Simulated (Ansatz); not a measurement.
# What ScAlSe3 (model cell, started as cubic perovskite with Al in the octahedra) distorts into

Wanted: the energy along a soft mode of ScAlSe3 (model cell, started as cubic perovskite with Al in the octahedra) and the structure at the end.

Method: DFT PBE, scalar-relativistic, plane waves, PAW; PAW set soft_1, in Ansatz 0.2.0.

The structure was built from a prototype and need not be the compound's stable phase.

## 1. The structure

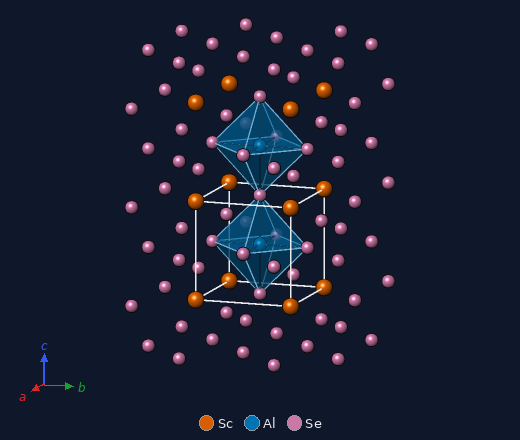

Start, viewed slightly off an axis; scandium orange, aluminium blue, selenium pink. 1×1×2 cells are drawn. Some periodic images of atoms are drawn too.

## 2. Phonons on a q mesh

The cell comes from relaxations at this level that are not shown. Stability and thermal properties need the whole zone. Linear response on a 2×2×2 q mesh gives force constants as far as a supercell of that size would.

File input.yaml:

```yaml
crystal:
  lattice:
    - [4.8618479548, 0.0, 0.0]
    - [0.0, 4.8618479548, 0.0]
    - [0.0, 0.0, 4.8618479548]
  atoms:
    - { symbol: Sc, position: [0.0, 0.0, 0.0] }
    - { symbol: Al, position: [0.5, 0.5, 0.5] }
    - { symbol: Se, position: [0.5, 0.5, 0.0] }
    - { symbol: Se, position: [0.5, 0.0, 0.5] }
    - { symbol: Se, position: [0.0, 0.5, 0.5] }
kpoints:
  mp_grid: { grid: [8, 8, 8] }
hamiltonian:
  xc: pbe
  pseudopotentials: { kind: paw, azcp: { folder: soft_1 } }
scf:
  occupations: { method: methfessel_paxton, width: 0.2 }
output:
  eigenvalues: true
phonons:
  method: dfpt
  qmesh: [2, 2, 2]
  temperatures: { t_max: 1000, t_step: 50 }
  qpath:
    path:
      - [[0.0, 0.0, 0.0], [0.0, 0.5, 0.0], [0.5, 0.5, 0.0], [0.0, 0.0, 0.0], [0.5, 0.5, 0.5], [0.0, 0.5, 0.0]]
      - [[0.5, 0.5, 0.5], [0.5, 0.5, 0.0]]
    npoints: 10
```

Launch:

```bash
ansatz run input.yaml --threads 4 --pin off --max-ram 16384MiB --backend cpu --events-out ev --progress --plain --runs-dir out
```

Numbers of over 12 decimals in the logs are rounded to 6 here.

The program printed:

```text
Engine: ansatz 0.2.0, aarch64-unknown-linux-gnu
Pseudopotentials: kind: paw
Pseudopotential: Sc, paw, valence charge 11, recommended cutoff 420 eV (normal), soft_1/Sc.paw.azcp
Pseudopotential: Al, paw, valence charge 3, recommended cutoff 420 eV (normal), soft_1/Al.paw.azcp
Pseudopotential: Se, paw, valence charge 16, recommended cutoff 420 eV (normal), soft_1/Se.paw.azcp
Functional definition: PBE
  parameter kappa = 0.804
  parameter beta = 0.066725
  exchange = pbe_x(kappa = kappa, mu = beta*pi^2/3)
  correlation = pbe_c(beta = beta)
Crystal: 5 atoms, lattice volume = 114.922 Å³
Basis set: ecut = 420 eV, 2301 PW (Γ), exchange–correlation on 72×72×72 points (8 copies of the dense FFT grid, shifted against one another)
Bands: 38, of which v1, the nominal top of the filled ones, is band 31 counted from 1 (30 counted from 0)
Symmetry: 48 space group operations
k-points: 35 of 512
Non-local potential: Sc, projectors of the file, l = 0: 3, l = 1: 2, l = 2: 3, l = 3: 1
Non-local potential: Al, projectors of the file, l = 0: 2, l = 1: 2, l = 2: 1
Non-local potential: Se, projectors of the file, l = 0: 2, l = 1: 2, l = 2: 3, l = 3: 1
PAW form: soft (Blöchl's): semilocal exchange-correlation on the pseudo side does not see the compensation charge
PAW one-centre angular grid: Sc, 590 points (default); XC on 64 Gauss nodes
PAW one-centre angular grid: Al, 110 points (default); XC on 64 Gauss nodes
PAW one-centre angular grid: Se, 590 points (default); XC on 64 Gauss nodes
Initial density: superposition of atomic densities (chi_scale 0.1, normalization cell, long waves kept (reshape's long-wave potential 0.01 eV rms))
Initial wavefunctions: pseudopotential atomic-orbital guess
Functional: x = pbe(κ = 0.804, μ = 0.219515), c = pbe(β = 0.066725)
SCF iter   1: F=—  HF=-19084.208997 eV  |F-HF|=—  |Δ(HF+E_count)|=         —  Δρ=1.04e-1  dr2=2.56e1  ethr=3.10e-3  ⟨swp⟩=5.8  Hψ=4987  notcnv=0
preconditioner: auto → Kerker (q_TF=auto, 2.462 Å⁻¹)  [metal: Δε(μ)=0.011 eV  Ē_g=6.182 eV  σ=0.200 eV  W_gap=0.05  n_scr=26 (ndim 8)  ℏωp=17.0 eV  f_vac=0.000  D(μ)=10.84/eV (n_scr^D=146)]
SCF iter   2: F=—  HF=-19083.290815 eV  |F-HF|=—  |Δ(HF+E_count)|=   9.18e-1  S|Δr|=    0.00e0  Δρ=4.88e-2  dr2=5.85e0  ethr=3.10e-3  ⟨swp⟩=2.0  Hψ=1805  notcnv=0  defer=3
SCF iter   3: F=—  HF=-19082.962266 eV  |F-HF|=—  |Δ(HF+E_count)|=   3.29e-1  S|Δr|=    0.00e0  Δρ=1.59e-2  dr2=6.79e-1  ethr=3.10e-3  ⟨swp⟩=2.0  Hψ=1493  notcnv=0  defer=3
SCF iter   4: F=—  HF=-19082.923977 eV  |F-HF|=—  |Δ(HF+E_count)|=   3.83e-2  S|Δr|=    0.00e0  Δρ=5.82e-3  dr2=9.09e-2  ethr=1.10e-3  ⟨swp⟩=1.9  Hψ=1509  notcnv=0  defer=2
SCF iter   5: F=—  HF=-19082.918512 eV  |F-HF|=—  |Δ(HF+E_count)|=   5.47e-3  S|Δr|=    0.00e0  Δρ=1.86e-3  dr2=9.40e-3  ethr=1.47e-4  ⟨swp⟩=1.0  Hψ=1351  notcnv=0  defer=2
SCF iter   6: F=—  HF=-19082.917954 eV  |F-HF|=—  |Δ(HF+E_count)|=   5.57e-4  S|Δr|=    0.00e0  Δρ=1.07e-3  dr2=3.39e-3  ethr=1.52e-5  ⟨swp⟩=2.0  Hψ=2363  notcnv=0  defer=2
SCF iter   7: F=—  HF=-19082.917624 eV  |F-HF|=—  |Δ(HF+E_count)|=   3.31e-4  S|Δr|=    0.00e0  Δρ=6.28e-4  dr2=1.14e-3  ethr=5.46e-6  ⟨swp⟩=1.0  Hψ=1326  notcnv=0  defer=2
SCF iter   8: F=—  HF=-19082.917504 eV  |F-HF|=—  |Δ(HF+E_count)|=   1.19e-4  S|Δr|=    0.00e0  Δρ=1.63e-4  dr2=7.46e-5  ethr=1.83e-6  ⟨swp⟩=1.0  Hψ=1326  notcnv=0  defer=2
SCF iter   9: F=—  HF=-19082.917498 eV  |F-HF|=—  |Δ(HF+E_count)|=   5.66e-6  S|Δr|=    0.00e0  Δρ=4.50e-5  dr2=4.60e-6  ethr=1.20e-7  ⟨swp⟩=1.1  Hψ=1333  notcnv=0  defer=2
SCF iter  10: F=—  HF=-19082.917499 eV  |F-HF|=—  |Δ(HF+E_count)|=   3.40e-7  S|Δr|=    0.00e0  Δρ=5.30e-6  dr2=3.24e-8  ethr=7.42e-9  ⟨swp⟩=1.1  Hψ=1334  notcnv=0  defer=2
SCF iter  11: F=—  HF=-19082.917499 eV  |F-HF|=—  |Δ(HF+E_count)|=   1.94e-8  S|Δr|=    0.00e0  Δρ=1.50e-6  dr2=5.95e-9  ethr=5.22e-11  ⟨swp⟩=2.0  Hψ=2434  notcnv=0  defer=2
SCF iter  12: F=—  HF=-19082.917499 eV  |F-HF|=—  |Δ(HF+E_count)|=  4.22e-10  S|Δr|=    0.00e0  Δρ=4.16e-7  dr2=4.20e-10  ethr=9.60e-12  ⟨swp⟩=2.0  Hψ=1602  notcnv=0  defer=2
SCF iter  13: F=—  HF=-19082.917499 eV  |F-HF|=—  |Δ(HF+E_count)|=  1.35e-10  S|Δr|=    0.00e0  Δρ=1.17e-7  dr2=4.02e-11  ethr=1.00e-12  ⟨swp⟩=2.0  Hψ=1597  notcnv=0  defer=2
SCF iter  14: F=-19082.917499 eV  HF=-19082.917499 eV  |F-HF|=0.00e0  |Δ(HF+E_count)|=    0.00e0  S|Δr|=    0.00e0  Δρ=2.90e-8  dr2=1.85e-12  ethr=1.00e-12  ⟨swp⟩=5.5  Hψ=5243  notcnv=0
SCF 1 converged in 14 iterations: F = -19082.917499 eV  dr2 = 1.85e-12
  greatest PAW one-centre occupation: 1.000 electrons in one spin orbital (limit 2), on the Se atom at site 2 (counted from 0), in its partial waves of l = 2
Initial density: read from a saved state, or passed on in memory by an earlier SCF of this step, an earlier step, the calling program or the single point that the run made first
iter 1 solved again at ethr=8.25e-8 eV; its pass at ethr=3.10e-3 eV (dr2=5.12e-5 eV) is discarded
SCF iter   1: F=—  HF=-19082.917499 eV  |F-HF|=—  |Δ(HF+E_count)|=         —  Δρ=2.59e-7  dr2=1.13e-10  ethr=8.25e-8  ⟨swp⟩=3.0  Hψ=8158  notcnv=0
eigensolver tolerance schedule: the retry pair's looser diagonalisation over-reported the residual by 453720.26 of it (diagonalisation noise at an unbounded share of the residual, at the tolerance the schedule requests for it); recorded, not acted on — ethr = c·dr2/N_el stays at c = 1.0e-1
preconditioner: auto → Resta (q_TF=auto, 2.462 Å⁻¹)  ε∞=7.1  [insulator: Δε(μ)=0.140 eV  Ē_g=6.857 eV  σ=0.200 eV  W_gap=0.55  n_scr=26 (ndim 8)  ℏωp=17.0 eV  f_vac=0.000  D(μ)=1.32/eV (n_scr^D=6)  ε∞_Penn≈7.1]
SCF iter   2: F=—  HF=-19082.917499 eV  |F-HF|=—  |Δ(HF+E_count)|=   1.08e-7  S|Δr|=    0.00e0  Δρ=1.63e-7  dr2=2.52e-11  ethr=1.00e-12  ⟨swp⟩=3.7  Hψ=3397  notcnv=0
SCF iter   3: F=—  HF=-19082.917499 eV  |F-HF|=—  |Δ(HF+E_count)|=  5.09e-11  S|Δr|=    0.00e0  Δρ=9.95e-8  dr2=8.69e-12  ethr=1.00e-12  ⟨swp⟩=4.5  Hψ=4184  notcnv=0
SCF iter   4: F=-19082.917499 eV  HF=-19082.917499 eV  |F-HF|=3.64e-12  |Δ(HF+E_count)|=  2.18e-11  S|Δr|=    0.00e0  Δρ=4.09e-8  dr2=2.14e-12  ethr=1.00e-12  ⟨swp⟩=3.0  Hψ=3403  notcnv=0
SCF 2 converged in 4 iterations: F = -19082.917499 eV  dr2 = 2.14e-12
  greatest PAW one-centre occupation: 1.000 electrons in one spin orbital (limit 2), on the Se atom at site 3 (counted from 0), in its partial waves of l = 2
phonons: the bands overlap, so this run is a metal and interpolates without the dipole-dipole term. If the crystal is really an insulator or semiconductor, its LO-TO splitting is missing
NSCF: frozen V_eff on 35 k-points
NSCF: frozen V_eff on 125 k-points
DFPT response loops at q = (0, 0, 0) (fractional): preconditioner auto → Kerker (q_TF=auto, 2.462 Å⁻¹) (partly filled bands, converged f_vac=0.000); β = 1.00, the filter's whole step (`scf.mixing.beta` (0.50) is not read by the response loops under this deck's `scf.mixing.preconditioner`; to damp them name `kerker` or `kerker_dos`, under which they read `scf.mixing.beta`, and type it under 1.00, their step now; both keys bind the ground state too); Broyden in place of MSR1
NSCF: frozen V_eff on 250 k-points
DFPT response loops at q = (0, 0, -0.5) (fractional): mixed as the last ones told, above
NSCF: frozen V_eff on 250 k-points
DFPT response loops at q = (0, -0.5, -0.5) (fractional): mixed as the last ones told, above
NSCF: frozen V_eff on 250 k-points
DFPT response loops at q = (-0.5, -0.5, -0.5) (fractional): mixed as the last ones told, above
SCF converged after 14 iterations
Stability not checked: this state was not tested for a lower state beside it, because cold or Methfessel-Paxton smearing, or corrected tetrahedra, fill the levels in a way that the test cannot read (fill_not_monotonic; see scf.lower_state_search)
Free energy (F): -19082.917499 eV
Harris-Foulkes:  -19082.917499 eV  (|F-HF|=0.00e0)
Internal energy: -19082.923068 eV  (E = F + TS)
E sigma→0 (E₀):  -19082.918891 eV
Entropy (-TS):   0.005570 eV (1.114 meV/atom)
Fermi energy:    8.373645 eV
--- Per-component energies (eV) ---
  E_band       = -1315.801093
  E_kinetic    = 561.970837
  E_local      = -8932.746814  (includes V_loc(G=0)·N_el)
  E_nonlocal   = -911.038951
  E_hartree    = 4556.588699
  E_xc         = -379.349025
  E_vxc        = -406.501722  (∫ρ·V_xc dr)
  E_paw        = -7849.946161  (= ΣΔE_a)
  E_vpaw       = -740.660884  (= ΣTr[D̂ρ^β])
  E_aug_tail   = -0.001027  (compensation charges beyond the density's cutoff)
  E_ewald      = -6128.400626
  E_smearing   = 0.005570  (= −TS)
  E_closure    = -0.000000  (closes the sum)
  Σ components = -19082.917499   (vs F -19082.917499, Δ=0.00e0)
--- Band table (eV; the first three rows and the last of 35) ---
  k-point 0: bands = [... 27 lower, 7.1569, 7.1569, 7.6031, 7.6031, 7.6031, 8.5239, 8.5239, 8.6647, ... 3 higher]
  k-point 1: bands = [... 27 lower, 6.9466, 6.9671, 7.4922, 7.4949, 7.4949, 8.5862, 8.6778, 8.8199, ... 3 higher]
  k-point 2: bands = [... 27 lower, 6.4948, 6.4948, 7.3064, 7.3064, 8.2623, 8.7102, 8.7439, 9.2757, ... 3 higher]
  k-point 34: bands = [... 27 lower, 7.0896, 8.8015, 8.8476, 8.8476, 8.8476, 8.9055, 8.9055, 8.9055, ... 3 higher]
--- Phonons (Γ-DFPT): 4 representative perturbations + reference (Σ response iterations 12) ---
  ASR residual: 2.177e-5 → 0.000e0 eV/Å²; symmetrization residual: 4.348e-6 eV/Å²
  ASR residual per site (eV/Å²): 5.68e-6 1.94e-5 2.18e-5 2.18e-5 2.18e-5
  Γ frequencies (cm⁻¹): -187.02 -187.02 -187.02 -119.57 -119.57 -119.57 0.00 0.00 0.00 58.78 58.78 58.78 335.25 335.25 335.25
--- Phonons (arbitrary-q DFPT): 4 irreducible q on the 2×2×2 mesh ---
  q = [0.0000, 0.0000, 0.0000] (star 1, of the zone-centre solve; hermiticity 6.64e-7, symmetrization 2.57e-12): -187.02 -187.02 -187.02 -119.57 -119.57 -119.57 0.00 0.00 0.00 58.78 58.78 58.78 335.25 335.25 335.25
  q = [0.0000, 0.0000, -0.5000] (star 3, 9 solved perturbations in 975 linear systems a pass and spin channel, the states on 125 of 512 k-point pairs; hermiticity 3.40e-7, symmetrization 3.71e-12): -169.07 -169.07 -112.68 -90.14 -90.14 -38.90 -28.93 11.16 11.16 82.14 82.14 217.60 311.66 333.96 333.96
  q = [0.0000, -0.5000, -0.5000] (star 3, 9 solved perturbations in 975 linear systems a pass and spin channel, the states on 125 of 512 k-point pairs; hermiticity 4.75e-7, symmetrization 1.02e-12): -175.13 -175.13 -153.29 -88.39 -82.49 -82.49 56.97 56.97 74.63 106.71 181.48 247.53 323.54 323.54 332.38
  q = [-0.5000, -0.5000, -0.5000] (star 1, 4 solved perturbations in 350 linear systems a pass and spin channel, the states on 125 of 512 k-point pairs; hermiticity 3.41e-7, symmetrization 4.30e-12): -183.22 -183.22 -183.22 -175.20 -175.20 -175.20 91.82 91.82 91.82 181.33 181.33 267.85 337.00 337.00 337.00
  sum rule: each row above includes the acoustic sum rule's correction from the zone centre's row sums; it moved no ω² by more than (0.44 cm⁻¹)²
  mesh force constants: q→R imaginary residual 8.00e-18; ASR residual 2.177e-5 → 0.000e0 eV/Å²; symmetrization residual 8.882e-15 eV/Å²
  interpolated dispersion: 62 rows × 15 modes
  density of states and harmonic sums: on the 14×14×14 q-mesh, interpolated from the force constants of a 2×2×2 supercell (no non-analytic term)
  largest difference from the sums on the solved wave vectors: F 2.37e-2 eV, S 7.19e-5 and C_V 4.80e-5 eV/K
  zero-point energy: 0.100734 eV/cell   skipped modes (ω ≤ 0): 744, of them read as no rigid motion or as one in doubt: 741 (6.191e0 modes/cell left out, lowest -187.02 cm⁻¹)   left out of the sums: 4.13e-1 of the cell's modes: C_V's classical limit lies that fraction below 3 k_B per atom; for a crystal, a wire or a layer, F and S can be off by more, and a phonons.interpolated_qmesh denser along its periods is the remedy for the sampling
```

Wall time 5 min (4 threads of Arm Neoverse V2, shared host); peak memory 1.7 GiB; 19 min of CPU time.

Numbers from this step:

- volume per atom: 22.98 Å³
- gap on the k-mesh: 0 eV
- sum-rule residual before enforcement: 2.18e-5 eV/Å²
- lowest frequency on the path: -187.0 cm⁻¹
- point group: m-3m
- highest frequency on the path or at a solved wavevector: 337 cm⁻¹
- highest optical mode at the zone centre (no LO-TO term): 335.2 cm⁻¹
- lowest optical zone-centre mode: -187.0 cm⁻¹
- lowest mode on the q mesh (acoustic modes at Γ apart): -187.0 cm⁻¹

Frequencies (cm⁻¹) solved at each irreducible wavevector; negative means imaginary. Frequencies by wavevector, by row:

| q in reciprocal lattice units | star | mode 1 | mode 2 | mode 3 | mode 4 | mode 13 | mode 14 | mode 15 |
| --- | --- | --- | --- | --- | --- | --- | --- | --- |
| 0 0 0 | 1 | -187 | -187 | -187 | -119.6 | 335.2 | 335.2 | 335.2 |
| 0 0 -0.5 | 3 | -169.1 | -169.1 | -112.7 | -90.1 | 311.7 | 334 | 334 |
| 0 -0.5 -0.5 | 3 | -175.1 | -175.1 | -153.3 | -88.4 | 323.5 | 323.5 | 332.4 |
| -0.5 -0.5 -0.5 | 1 | -183.2 | -183.2 | -183.2 | -175.2 | 337 | 337 | 337 |

Interpolated from a 2×2×2 q mesh. Phonon branches along the path, in cm⁻¹:

| point | branch 1 | branch 2 | branch 3 | branch 4 | branch 12 | branch 13 | branch 14 | branch 15 |
| --- | --- | --- | --- | --- | --- | --- | --- | --- |
| Γ | -187 | -187 | -187 | -120 | 59 | 335 | 335 | 335 |
| X | -169 | -169 | -113 | -90 | 218 | 312 | 334 | 334 |
| M | -175 | -175 | -153 | -88 | 248 | 324 | 324 | 332 |
| Γ | -187 | -187 | -187 | -120 | 59 | 335 | 335 | 335 |
| R | -183 | -183 | -183 | -175 | 268 | 337 | 337 | 337 |
| X | -169 | -169 | -113 | -90 | 218 | 312 | 334 | 334 |
| jump to R | -183 | -183 | -183 | -175 | 268 | 337 | 337 | 337 |
| M | -175 | -175 | -153 | -88 | 248 | 324 | 324 | 332 |

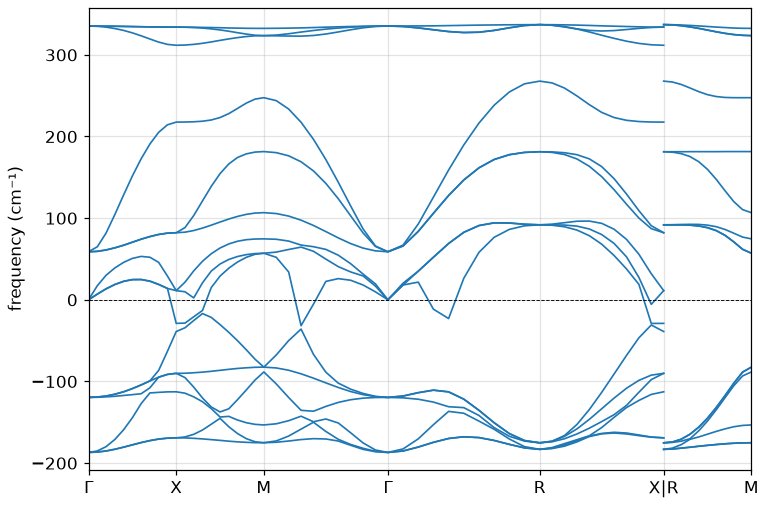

Phonon branches along the path.

Symmetry leaves 4 wavevectors to solve. The lowest mode among them, the acoustic zeros apart, lies at Γ and is imaginary, 187.0i cm⁻¹, so the energy falls along it.

## 3. The mode frozen in, largest atomic shift 0 Å

The mode followed lies at q = (-0.5, -0.5, -0.5) with frequency 183.2i cm⁻¹ and is 3-fold degenerate, one of the unstable modes though not the softest. At small amplitude the distorted cell has space group no. 139 by a symmetry search on the positions. The undistorted cell that holds it gives the zero of energy on the same k mesh.

System of this step: ScAlSe3 (model cell, started as cubic perovskite with Al in the octahedra). It takes space group Pm-3m (No. 221, cubic). Conventional cell: a = 4.862 Å, b = 4.862 Å, c = 4.862 Å, α = 90.00°, β = 90.00°, γ = 90.00°. Nearest to Sc lie 12 Se at 3.44 Å. Nearest to Al lie 6 Se at 2.43 Å. Se has 2 Al at 2.43 Å and 4 Sc at 3.44 Å nearest. Farther neighbours and most contacts between anions are not listed.

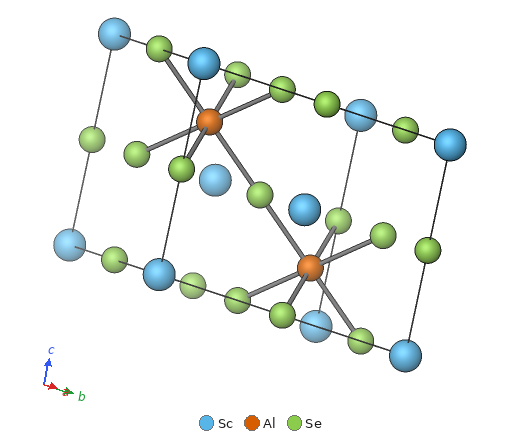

The cell of this step (scandium blue, aluminium orange, selenium green). Some periodic images of atoms are drawn too.

input.yaml, the sections that differ from step 2:

```yaml
crystal:
  lattice:
    - [4.8618479548, 4.8618479548, 0.0]
    - [4.8618479548, 0.0, 4.8618479548]
    - [4.8618479548, 0.0, -4.8618479548]
  atoms:
    - { symbol: Sc, position: [0.0, 0.0, 0.0] }
    - { symbol: Sc, position: [0.0, 0.5, 0.5] }
    - { symbol: Al, position: [0.5, 0.25, 0.75] }
    - { symbol: Al, position: [0.5, 0.75, 0.25] }
    - { symbol: Se, position: [0.5, 0.0, 0.0] }
    - { symbol: Se, position: [0.5, 0.5, 0.5] }
    - { symbol: Se, position: [0.0, 0.5, 0.0] }
    - { symbol: Se, position: [0.0, 0.0, 0.5] }
    - { symbol: Se, position: [0.5, 0.0, 0.5] }
    - { symbol: Se, position: [0.5, 0.5, 0.0] }
output:
  forces: true
  stress: true
  eigenvalues: true
# kpoints, hamiltonian, scf: as in step 2
# phonons: removed
```

The program printed:

```text
[...]
Crystal: 10 atoms, lattice volume = 229.844 Å³
Basis set: ecut = 420 eV, 4573 PW (Γ), exchange–correlation on 96×96×96 points (8 copies of the dense FFT grid, shifted against one another)
Bands: 75, of which v1, the nominal top of the filled ones, is band 62 counted from 1 (61 counted from 0)
Symmetry: 96 space group operations
[...]
k-points: 29 of 512
[...]
k-point 0: bands = [... 58 lower, 7.6009, 7.6009, 8.5188, 8.5188, 8.6592, 8.6592, 8.6592, 8.7983, ... 9 higher]
  k-point 1: bands = [... 58 lower, 7.5734, 7.5734, 8.4017, 8.4017, 8.5932, 8.5932, 8.7065, 8.7551, ... 9 higher]
  k-point 2: bands = [... 58 lower, 7.5496, 7.8865, 8.0095, 8.0095, 8.5205, 8.6679, 8.6679, 8.8628, ... 9 higher]
  k-point 28: bands = [... 58 lower, 6.9377, 6.9377, 7.5370, 7.5370, 9.0497, 9.0497, 9.1705, 9.1705, ... 9 higher]
[key lines of the parts left out:]
SCF converged after 11 iterations
Free energy (F): -38165.844432 eV
Fermi energy:    8.360274 eV
P = ⅓ Tr σ = -0.0137 GPa (-0.137 kbar)
```

The job ended after 9.5 s (4 threads; peak memory 0.94 GiB).

Numbers from this step:

```
pressure                         : -0.01369 GPa
energy from the undistorted cell : 0 meV/atom
```

The run ends at a pressure of -0.01 GPa.

## 4. The mode frozen in, largest atomic shift 0.6 Å

The atoms are moved along the unstable eigenvector, the largest shift by 0.6 Å, with the cell fixed.

input.yaml, the sections that differ from step 3:

```yaml
crystal:
  lattice:
    - [4.8618479548, 4.8618479548, 0.0]
    - [4.8618479548, 0.0, 4.8618479548]
    - [4.8618479548, 0.0, -4.8618479548]
  atoms:
    - { symbol: Sc, position: [0.1234098651, -0.0617049325, -0.0617049325] }
    - { symbol: Sc, position: [-0.1234098651, 0.5617049325, 0.5617049325] }
    - { symbol: Al, position: [0.5, 0.25, 0.75] }
    - { symbol: Al, position: [0.5, 0.75, 0.25] }
    - { symbol: Se, position: [0.5, -0.0153174118, -0.0153174118] }
    - { symbol: Se, position: [0.5, 0.5153174118, 0.5153174118] }
    - { symbol: Se, position: [0.0, 0.5, 0.0] }
    - { symbol: Se, position: [0.0, 0.0, 0.5] }
    - { symbol: Se, position: [0.5, -0.0153174118, 0.5153174118] }
    - { symbol: Se, position: [0.5, 0.5153174118, -0.0153174118] }
# kpoints, hamiltonian, scf, output: as in step 3
```

The program printed:

```text
[...]
Crystal: 10 atoms, lattice volume = 229.844 Å³
Basis set: ecut = 420 eV, 4573 PW (Γ), exchange–correlation on 96×96×96 points (8 copies of the dense FFT grid, shifted against one another)
Bands: 75, of which v1, the nominal top of the filled ones, is band 62 counted from 1 (61 counted from 0)
Symmetry: 16 space group operations
[...]
k-points: 59 of 512
[...]
k-point 0: bands = [... 58 lower, 7.6045, 7.6045, 8.0239, 8.1005, 8.1005, 8.5593, 9.0579, 9.2761, ... 9 higher]
  k-point 1: bands = [... 58 lower, 7.5540, 7.5722, 7.9172, 8.0203, 8.0577, 8.6280, 9.0990, 9.2469, ... 9 higher]
  k-point 2: bands = [... 58 lower, 7.4908, 7.7312, 7.8559, 7.9374, 8.0756, 8.7398, 9.2111, 9.2520, ... 9 higher]
  k-point 58: bands = [... 58 lower, 6.9172, 6.9172, 7.0184, 7.8828, 8.9189, 9.1710, 9.2348, 9.4550, ... 9 higher]
[key lines of the parts left out:]
SCF converged after 12 iterations
Free energy (F): -38167.539702 eV
Fermi energy:    8.172239 eV
P = ⅓ Tr σ = 2.3491 GPa (23.491 kbar)
```

Run time: 16 s. Hardware: 4 threads; peak memory 1.2 GiB.

This step gave:

```yaml
pressure: 2.349 GPa
energy_from_the_undistorted_cell: -169.4 meV/atom
```

The energy, extrapolated to zero smearing, is -169.43 meV/atom against the undistorted cell.

The run ends at a pressure of 2.35 GPa, with forces up to 1.5 eV/Å.

(Continued in part 2 of 3.)

[Logs are printed without paths, hosts, clocks, repeated set-up lines and the standing remarks that a program may print on its own settings, such as how far it seeks lower states.]

[Hosts, paths, dates, database ids (printed as entryN), source tags and the programs' standing remarks are cut or masked in the printed files.]
